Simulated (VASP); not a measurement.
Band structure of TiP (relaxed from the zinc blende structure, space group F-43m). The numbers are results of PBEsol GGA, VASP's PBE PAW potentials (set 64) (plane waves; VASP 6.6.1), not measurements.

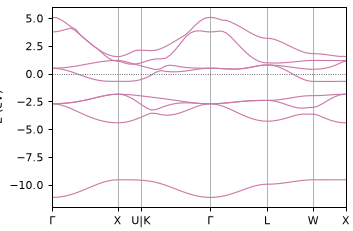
Bands along high-symmetry lines, zero at the valence-band maximum or, without a gap, the Fermi level

Problem. Read the plot: is there a gap, and where are the band edges?

Solution. It has no gap at this level: it comes out as a metal or semimetal. (Edges off the drawn lines would not show.)

The structure was generated: TiP was put into the zinc blende type (F-43m), which need not be its known phase. It was relaxed first, which changed the volume by -30 %. The electron count is odd and the run is not spin-polarised, which forces a metal.
